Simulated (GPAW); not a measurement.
Band structure of FeCo (Pm-3m, 2 atoms in the cell).

```
FeCo
1.0
    2.78225     0.00000     0.00000
    0.00000     2.78225     0.00000
    0.00000     0.00000     2.78225
Fe Co
1 1
Direct
  0.00000   0.00000   0.00000
  0.50000   0.50000   0.50000
```
Moments meant for the start (each program seeds them in its own way; μB, in the order of the atoms Fe Co): 4.0 3.0.

Method of the run: PBE, GPAW PAW datasets PBE (gpaw-data 1.0.1) (plane waves; GPAW 25.7.0).

Settings: spinpol = true; mode = pw; ecut = 850 eV; xc = PBE; kpts = 8 8 8; mesh shift (steps) = 0 0 0; occupations.name = fermi-dirac; occupations.width = 0.05 eV; nbands = -6; symmetry.symmorphic = false; symmetry.tolerance = 0.0005; maxiter = 150; bandpath_npoints = 40.

The starting cell comes from a database of computed structures (which also holds hypothetical and non-ambient phases and stackings), without a prior relaxation at this level. Its lattice was rescaled by a random factor within 2.5 % of one. The magnetic order is the one reached from the typed start; others were not searched systematically.

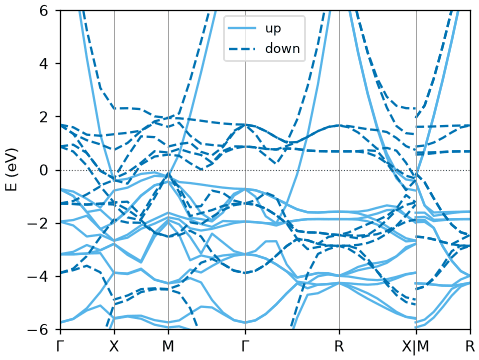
Bands along the path, energies from the Fermi level.

Levels in eV from the Fermi level, bands 8 to 15 of the first spin channel:
```csv
point,8,9,10,11,12,13,14,15
Γ,-1.95,-0.73,-0.73,-0.73,9.49,9.49,9.49,15.32
X,-2.67,-2.00,-1.97,-0.79,-0.42,16.75,16.75,16.89
M,-1.62,-0.45,-0.45,-0.26,-0.26,6.68,6.87,18.27
R,-1.86,-1.58,-1.58,8.06,8.06,8.06,8.17,8.17
```

Bands cross the Fermi level along this path, so the cell is metallic at this level.

The net moment of the cell came out as 4.51 μB.
